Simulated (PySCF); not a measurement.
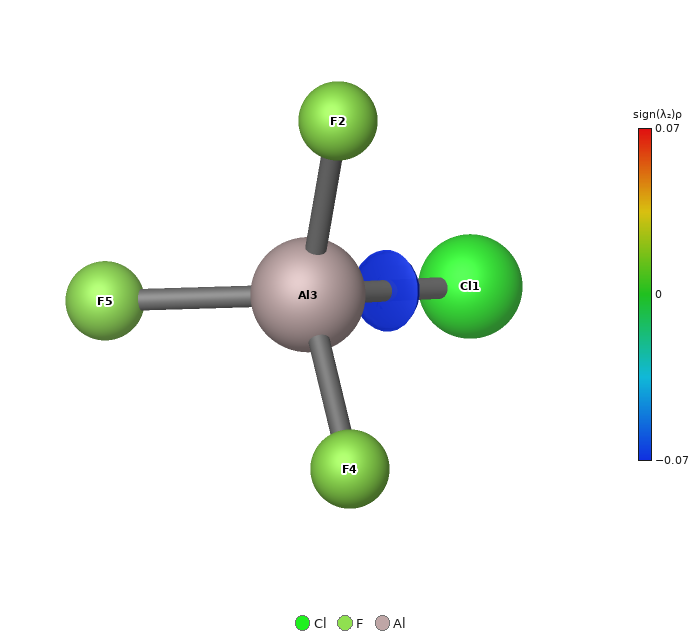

AlClF3, charge −1, SMILES `[Cl-].F[Al](F)F`. Non-covalent interaction surfaces between the fragments (reduced density gradient s = 0.5, coloured by sign(λ₂)ρ in a.u.; trimmed to the region between the fragments where ρ is under 0.1 a.u.). Fragment A: Cl(−1) (atom 1); fragment B: AlF3.

Level of theory: TPSS/def2-SVPD (PySCF), at a geometry from GFN2-xTB. GFN2-xTB bond lengths at metals and heavier atoms can be off by up to 0.1 Å and shapes distorted, which carries into these values.

Interpret the surfaces between the fragments.

Bond critical points between the fragments: Cl1···Al3, strong, partly covalent contact, 2.10 Å, ρ = 0.066 a.u. It appears blue (attractive, sign(λ₂)ρ well below zero). The pose is a local one from a semi-empirical search, not shown to be the most stable. With a charged fragment, long-range electrostatics, which these surfaces don't show, weighs heavily in the interaction energy.

How strongly are they bound?

The counterpoise-corrected interaction energy of the frozen fragments is −88.4 kcal/mol without dispersion correction and −89.8 kcal/mol with D3(BJ). The pair geometry is semi-empirical, not a minimum at this level.

The PySCF run took 47 s on 1 thread of Arm Neoverse V2 (shared host), peak memory 0.52 GiB.
